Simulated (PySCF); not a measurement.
SMILES C(=Cc1ccco1)c1ccccc1, GFN2-xTB optimised geometry. Atoms within 1.6 Å of the plane z = 0.0 Å (x, y, z in Å): C1 (0.34, 0.17, 0.00), C2 (-1.00, 0.03, 0.00), C3 (-1.92, 1.13, 0.00), C4 (-3.29, 1.13, 0.00), C5 (-3.69, 2.48, 0.00), C6 (-2.54, 3.21, 0.00), O7 (-1.47, 2.41, 0.00), C8 (1.32, -0.90, 0.00), C9 (0.98, -2.25, 0.00), C10 (1.96, -3.23, 0.00), C11 (3.30, -2.88, 0.00), C12 (3.65, -1.54, 0.00), C13 (2.68, -0.56, 0.00), H14 (0.74, 1.17, 0.00), H15 (-1.47, -0.94, 0.00), H16 (-3.93, 0.27, 0.00), H17 (-4.69, 2.86, 0.00), H18 (-2.36, 4.27, 0.00), H19 (-0.06, -2.55, 0.00), H20 (1.67, -4.27, 0.00), H21 (4.06, -3.64, 0.00), H22 (4.69, -1.26, 0.00), H23 (2.96, 0.48, 0.00).

Computed with PBE0/def2-SVP in PySCF. Cells within 0.4 Å of a nucleus heavier than hydrogen are left out (blank, or x).

Map of the deformation density (molecule minus spherical neutral atoms) (e/bohr³) on the plane z = 0.0 Å:

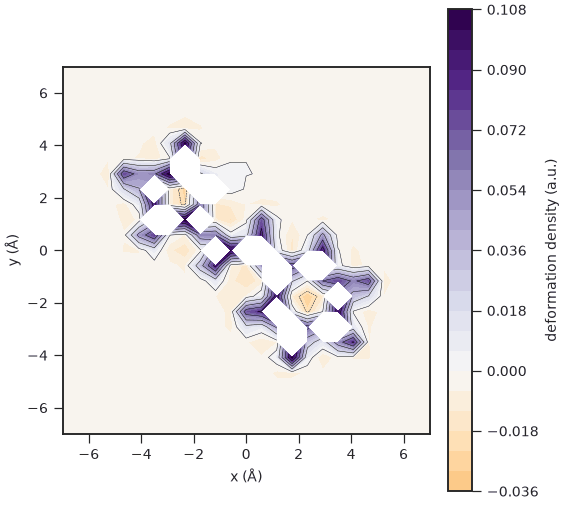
Figure. Deformation density (molecule minus spherical neutral atoms) (e/bohr³) on the plane z = 0.0 Å.
